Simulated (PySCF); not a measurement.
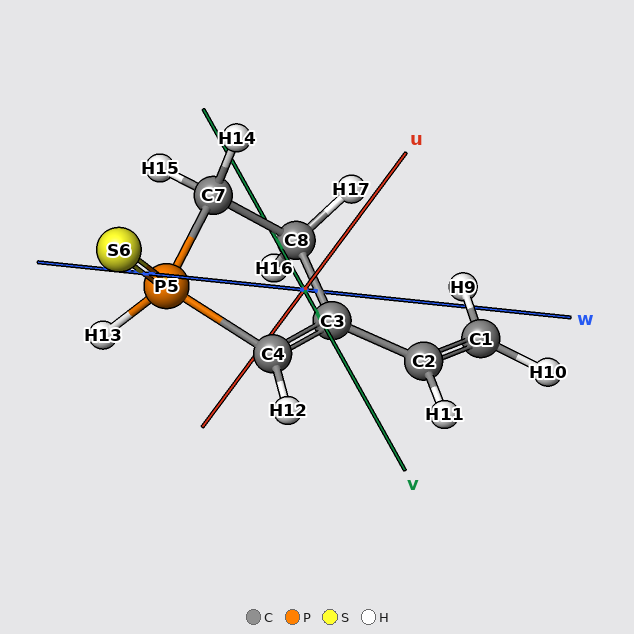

The lines u, v and w are the principal axes of the static dipole polarisability. The computed structure is the end point of a GFN2-xTB optimisation. No frequency run is at hand to confirm it as a minimum. Method: CAM-B3LYP/def2-SVPD (PySCF 2.14.0).

**Along which axis is the molecule most polarisable, and along which least?**

Most along w (close to the long direction C1···S6), least along u.

**Give the three principal values.**

u 85.2, v 100.0, w 178.2 bohr³; mean 121.1, anisotropy 86.5 bohr³.

The geometry is semi-empirical. Around P such bond lengths and angles can be off by a tenth of an ångström or more and by several degrees, and values that hang on the shape move with them.
